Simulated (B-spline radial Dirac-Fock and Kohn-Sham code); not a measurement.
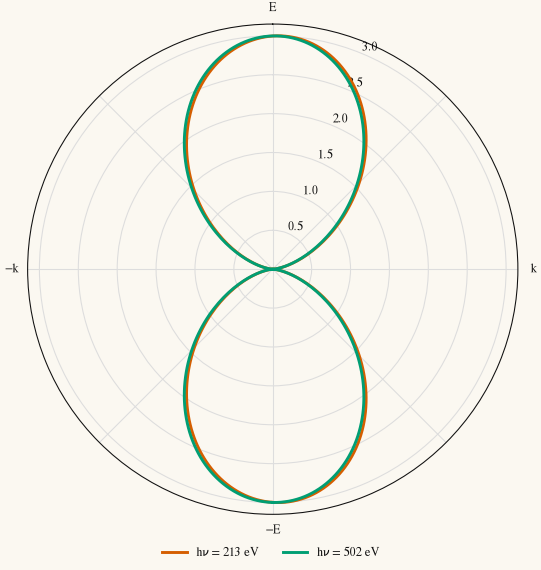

Angular distribution of photoelectrons from N1 (4s) in the plane of the polarisation E (up) and the photon direction k (right), relative to an isotropic one. Species: neutral Ga. Level of theory: a Dirac–Hartree–Slater potential; 1 + βP₂(cos θ) + (δ + γ cos²θ) sin θ cos φ with E1 and E1–E2 terms; calculated with a radial B-spline solver. Open shells are averaged over j.

What are β, γ and δ at 502 eV?

Answer. β = 1.999, γ = 0.077, δ = 0.000.

Is the pattern at 502 eV symmetric between forward and backward?

Answer. Nearly; the non-dipole terms change it by under 5 % at 45° from E.
